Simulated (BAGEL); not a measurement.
# One shape, several levels: doublet CF3

Aim: a comparison of 5 runs (UHF/3-21G, ROHF/6-31G*, ROHF/def2-SVPD, UHF/def2-SVPD, FCI/STO-3G) of doublet CF3. 

The results are computed with BAGEL 1.2.2.

## Step 1: The molecule

The species is CF3 (4 atoms), meant as a doublet with charge 0. As SMILES of the parent species, `F[C+](F)F`. The shape is that of a PBE0-D4/def2-TZVP optimisation. That shape belongs to the parent species and isn't relaxed for this state.

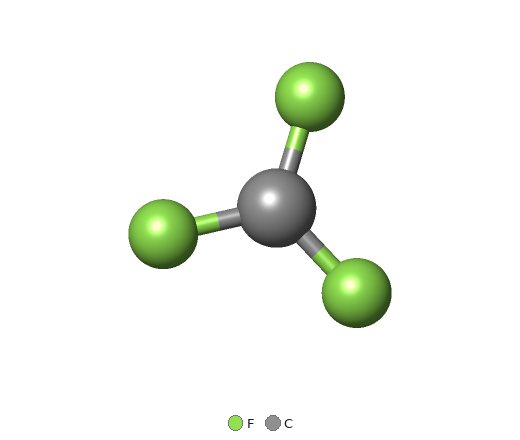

The structure, seen from a chosen angle (fluorine green, carbon grey).

## Step 2: The energy at UHF/3-21G (density fitting with qzvpp-jkfit) (run 1)

Contents of input.json:

```json
{ "bagel" : [

{
  "title" : "molecule",
  "basis" : "3-21g",
  "df_basis" : "qzvpp-jkfit",
  "angstrom" : true,
  "geometry" : [
    { "atom" : "F", "xyz" : [    0.698600,   -0.114600,    1.005400 ] },
    { "atom" : "C", "xyz" : [    0.000000,    0.000000,    0.000000 ] },
    { "atom" : "F", "xyz" : [   -0.609500,   -0.973400,   -0.439400 ] },
    { "atom" : "F", "xyz" : [   -0.089000,    1.088000,   -0.566000 ] }
  ]
},
{ "title" : "uhf", "charge" : 0, "nopen" : 1 },
{ "title" : "print", "file" : "orbitals.molden", "orbitals" : true }

]}
```

Command:

```sh
$ BAGEL_NUM_THREADS=1 BAGEL input.json > input.out
```

The log of the run:

```text
* using 1 threads per process

  ===============================================================
  ===============================================================

  *** Geometry ***

  { "atom" : "F", "xyz" : [      1.320163,     -0.216563,      1.899931 ] },
  { "atom" : "C", "xyz" : [      0.000000,      0.000000,      0.000000 ] },
  { "atom" : "F", "xyz" : [     -1.151788,     -1.839459,     -0.830346 ] },
  { "atom" : "F", "xyz" : [     -0.168186,      2.056022,     -1.069585 ] },

  Number of auxiliary basis functions:      306

  Since a DF basis is specified, we compute 2- and 3-index integrals:
    o Being stored without compression. Storage requirement is 0.003 GB

  Number of basis functions:       36
  Number of electrons      :       33

    * METHOD: MOLECULE                             0.09

  *** Open-shell HF ***

  === Nuclear Repulsion ===
   130.0927920167

      * DIIS with orbital gradients will be used.

  === UHF iteration (3-21g) ===
      0       -334.10348345          0.06842625           0.03
      1       -334.20448928          0.03671608           0.03
      2       -334.22517802          0.01806355           0.03
      3       -334.23192667          0.00082921           0.03
      4       -334.23214010          0.00025873           0.03
      5       -334.23217519          0.00008992           0.03
      6       -334.23218594          0.00001108           0.03
      7       -334.23218634          0.00000469           0.03
      8       -334.23218642          0.00000146           0.03
      9       -334.23218642          0.00000014           0.03
     10       -334.23218642          0.00000005           0.03
     11       -334.23218642          0.00000001           0.03
     12       -334.23218642          0.00000001           0.03
    * SCF iteration converged.

    * S^2 (UHF) is 0.7590

    * Permanent dipole moment:
           (   -0.000014,     0.000018,     0.000059) a.u.

    * METHOD: UHF                                  0.41

    * METHOD: PRINT                                0.00

  ===============================================================
```

Wall time 0.66 s (1 thread of Arm Neoverse N1, shared host); peak memory 0.083 GiB.

## Step 3: The energy at ROHF/6-31G(d) (density fitting with qzvpp-jkfit, spherical functions) (run 2)

Contents of job.json:

```json
{ "bagel" : [

{
  "title" : "molecule",
  "basis" : "6-31gs.json",
  "df_basis" : "qzvpp-jkfit",
  "angstrom" : true,
  "geometry" : [
    { "atom" : "F", "xyz" : [       0.698600,      -0.114600,       1.005400 ] },
    { "atom" : "C", "xyz" : [       0.000000,       0.000000,       0.000000 ] },
    { "atom" : "F", "xyz" : [      -0.609500,      -0.973400,      -0.439400 ] },
    { "atom" : "F", "xyz" : [      -0.089000,       1.088000,      -0.566000 ] }
  ]
},

{ "title" : "rohf", "nopen" : 1 },

{ "title" : "print", "file" : "orbitals.molden", "orbitals" : true }

]}
```

The basis set 6-31G* is read from a file made from the Basis Set Exchange's data (not shown).

Command:

```sh
$ BAGEL_NUM_THREADS=1 BAGEL job.json > job.out
```

The log of the run:

```text
* using 1 threads per process

  ===============================================================
  ===============================================================

  *** Geometry ***

  { "atom" : "F", "xyz" : [      1.320163,     -0.216563,      1.899931 ] },
  { "atom" : "C", "xyz" : [      0.000000,      0.000000,      0.000000 ] },
  { "atom" : "F", "xyz" : [     -1.151788,     -1.839459,     -0.830346 ] },
  { "atom" : "F", "xyz" : [     -0.168186,      2.056022,     -1.069585 ] },

  Number of auxiliary basis functions:      306

  Since a DF basis is specified, we compute 2- and 3-index integrals:
    o Being stored without compression. Storage requirement is 0.008 GB

  Number of basis functions:       56
  Number of electrons      :       33

    * METHOD: MOLECULE                             0.12

  *** Open-shell HF ***

  === Nuclear Repulsion ===
   130.0927920167

      * DIIS with orbital gradients will be used.

  === ROHF iteration (6-31gs.json) ===
      0       -335.89518310          0.05357211           0.05
      1       -336.00483440          0.03270686           0.05
      2       -336.03532971          0.01721062           0.05
      3       -336.04939782          0.00088276           0.05
      4       -336.04943576          0.00019381           0.05
      5       -336.04949374          0.00007857           0.05
      6       -336.04949885          0.00001009           0.05
      7       -336.04950847          0.00000284           0.05
      8       -336.04950908          0.00000042           0.05
      9       -336.04950924          0.00000016           0.05
     10       -336.04950921          0.00000004           0.05
     11       -336.04950922          0.00000003           0.05
     12       -336.04950922          0.00000002           0.05
     13       -336.04950922          0.00000001           0.05
    * SCF iteration converged.

    * S^2 (ROHF) is 0.7500

    * Permanent dipole moment:
           (   -0.000040,     0.000015,     0.000060) a.u.

    * METHOD: ROHF                                 0.75

    * METHOD: PRINT                                0.01

  ===============================================================
```

It took 1.1 s on 1 thread of Arm Neoverse N1, shared host; peak memory 0.083 GiB.

## Step 4: A single-point energy at ROHF/def2-SVPD (density fitting with qzvpp-jkfit) (run 3)

Contents of job.json:

```json
{ "bagel": [

{
  "title": "molecule",
  "basis": "def2-svpd.json",
  "df_basis": "qzvpp-jkfit",
  "angstrom": true,
  "geometry": [
    { "atom": "F", "xyz": [       0.698600,      -0.114600,       1.005400 ] },
    { "atom": "C", "xyz": [       0.000000,       0.000000,       0.000000 ] },
    { "atom": "F", "xyz": [      -0.609500,      -0.973400,      -0.439400 ] },
    { "atom": "F", "xyz": [      -0.089000,       1.088000,      -0.566000 ] }
  ]
},

{
  "title": "rohf",
  "nopen": 1
},

{
  "title": "print",
  "file": "orbitals.molden",
  "orbitals": true
}

]}
```

The basis set def2-SVPD is read from a file made from the Basis Set Exchange's data (not shown).

Command:

```sh
$ BAGEL_NUM_THREADS=1 BAGEL job.json > job.out
```

The log of the run:

```text
* using 1 threads per process

  ===============================================================
  ===============================================================

  *** Geometry ***

  { "atom" : "F", "xyz" : [      1.320163,     -0.216563,      1.899931 ] },
  { "atom" : "C", "xyz" : [      0.000000,      0.000000,      0.000000 ] },
  { "atom" : "F", "xyz" : [     -1.151788,     -1.839459,     -0.830346 ] },
  { "atom" : "F", "xyz" : [     -0.168186,      2.056022,     -1.069585 ] },

  Number of auxiliary basis functions:      306

  Since a DF basis is specified, we compute 2- and 3-index integrals:
    o Being stored without compression. Storage requirement is 0.019 GB

  Number of basis functions:       89
  Number of electrons      :       33

    * METHOD: MOLECULE                             0.15

  *** Open-shell HF ***

  === Nuclear Repulsion ===
   130.0927920167

      * DIIS with orbital gradients will be used.

  === ROHF iteration (def2-svpd.json) ===
      0       -335.55389990          0.04592186           0.09
      1       -335.73440603          0.03041069           0.09
      2       -335.78556719          0.01601907           0.09
      3       -335.80969384          0.00090105           0.09
      4       -335.80973348          0.00013329           0.09
      5       -335.80979689          0.00004900           0.09
      6       -335.80980922          0.00001164           0.09
      7       -335.80981550          0.00000401           0.09
      8       -335.80981643          0.00000067           0.09
      9       -335.80981669          0.00000012           0.09
     10       -335.80981671          0.00000004           0.09
     11       -335.80981671          0.00000003           0.09
     12       -335.80981671          0.00000002           0.09
     13       -335.80981671          0.00000001           0.09
    * SCF iteration converged.

    * S^2 (ROHF) is 0.7500

    * Permanent dipole moment:
           (   -0.000030,     0.000011,     0.000051) a.u.

    * METHOD: ROHF                                 1.34

    * METHOD: PRINT                                0.03

  ===============================================================
```

It took 1.7 s on 1 thread of Arm Neoverse N1, shared host; peak memory 0.083 GiB.

Run 4 isn't shown in full; the table further down has it.

## Step 5: A single-point energy at FCI/STO-3G (density fitting with qzvpp-jkfit) (run 5)

Contents of input.json:

```json
{ "bagel": [

{
  "title": "molecule",
  "basis": "sto-3g",
  "df_basis": "qzvpp-jkfit",
  "angstrom": "true",
  "geometry": [
    { "atom": "F", "xyz": [       0.698600,      -0.114600,       1.005400 ] },
    { "atom": "C", "xyz": [       0.000000,       0.000000,       0.000000 ] },
    { "atom": "F", "xyz": [      -0.609500,      -0.973400,      -0.439400 ] },
    { "atom": "F", "xyz": [      -0.089000,       1.088000,      -0.566000 ] }
  ]
},

{
  "title": "hf",
  "charge": 1
},

{
  "title": "fci",
  "nstate": 1,
  "ncore": 4,
  "nspin": 1
}

]}
```

Command:

```sh
$ BAGEL_NUM_THREADS=1 BAGEL input.json > input.out
```

The log of the run:

```text
* using 1 threads per process

  ===============================================================
  ===============================================================

  *** Geometry ***

  { "atom" : "F", "xyz" : [      1.320163,     -0.216563,      1.899931 ] },
  { "atom" : "C", "xyz" : [      0.000000,      0.000000,      0.000000 ] },
  { "atom" : "F", "xyz" : [     -1.151788,     -1.839459,     -0.830346 ] },
  { "atom" : "F", "xyz" : [     -0.168186,      2.056022,     -1.069585 ] },

  Number of auxiliary basis functions:      306

  Since a DF basis is specified, we compute 2- and 3-index integrals:
    o Being stored without compression. Storage requirement is 0.001 GB

  Number of basis functions:       20
  Number of electrons      :       33

    * METHOD: MOLECULE                             0.09

  *** RHF ***

  === Nuclear Repulsion ===
   130.0927920167

      * DIIS with orbital gradients will be used.

  === RHF iteration (sto-3g) ===
      0       -331.03344872          0.03991722           0.01
      1       -331.19692808          0.01310109           0.01
      2       -331.21092349          0.00124193           0.01
      3       -331.21131734          0.00024864           0.01
      4       -331.21133156          0.00005412           0.01
      5       -331.21133218          0.00000902           0.01
      6       -331.21133220          0.00000024           0.01
      7       -331.21133220          0.00000003           0.01
      8       -331.21133220          0.00000000           0.01
    * SCF iteration converged.

    * Permanent dipole moment:
           (    0.000057,    -0.000002,     0.000006) a.u.

    * METHOD: HF                                   0.10

  ---------------------------
        FCI calculation
  ---------------------------

  Performs exactly the same way as Knowles & Handy 1984 CPL

  o alpha-beta strings
      length:          2380
  o size of the space
      determinant space:  1019200
      spin-adapted space: 495040

  o single displacement lists (alpha)
      length:         29120
  o single displacement lists (beta)
      length:        109200

     guess   0:   closed 111111111111....     open ............1...

  === FCI iteration ===

      0  0      -331.37545750     5.25e-04      4.69
      1  0      -331.47630872     2.27e-04      4.70
      2  0      -331.49168013     8.69e-05      4.84
      3  0      -331.49333276     3.38e-05      4.75
      4  0      -331.49358327     1.22e-05      4.81
      5  0      -331.49361155     5.02e-06      4.84
      6  0      -331.49361603     2.01e-06      4.84
      7  0      -331.49361683     7.58e-07      4.90
      8  0      -331.49361692     3.46e-07      4.91
      9  0      -331.49361694     1.28e-07      4.77
     10  0      -331.49361694     4.37e-08      4.80
     11  0      -331.49361694     1.83e-08      4.79
     12  0      -331.49361694     7.33e-09      4.82
     13  0      -331.49361694     2.45e-09      4.76
     14  0      -331.49361694     1.00e-09      4.73
     15  0      -331.49361694     4.00e-10      4.73
     16  0      -331.49361694     1.47e-10      4.77
     17  0 *    -331.49361694     6.09e-11      4.33

     * ci vector, state   0, <S^2> = 0.7500
       222222222222a...     0.9717076514

    * METHOD: FCI                                 87.07

  ===============================================================
```

Wall time 88 s (1 thread of Arm Neoverse N1, shared host); peak memory 2.4 GiB.

## Step 6: All runs side by side

```tsv
run	level	start charge	start multiplicity	energy (Eh)	dipole moment (D)	⟨S²⟩	wall time
1	UHF/3-21G (density fitting with qzvpp-jkfit)	–	–	-334.232186	0.00	0.759	0.66 s
2	ROHF/6-31G* (density fitting with qzvpp-jkfit, spherical functions)	–	–	-336.049509	0.00	0.750	1.1 s
3	ROHF/def2-SVPD (density fitting with qzvpp-jkfit)	–	–	-335.809817	0.00	0.750	1.7 s
4	UHF/def2-SVPD (density fitting with qzvpp-jkfit)	–	–	-335.814827	0.00	0.760	1.6 s
5	FCI/STO-3G (density fitting with qzvpp-jkfit)	1	1	-331.493617	–	–	88 s
```

## Step 7: Results

```
           quantity          value
run 5: total energy  -331.49362 Eh
```

In words: In run 5 the basis is minimal, so the values are rough. All runs together took 93 s, the longest 88 s.
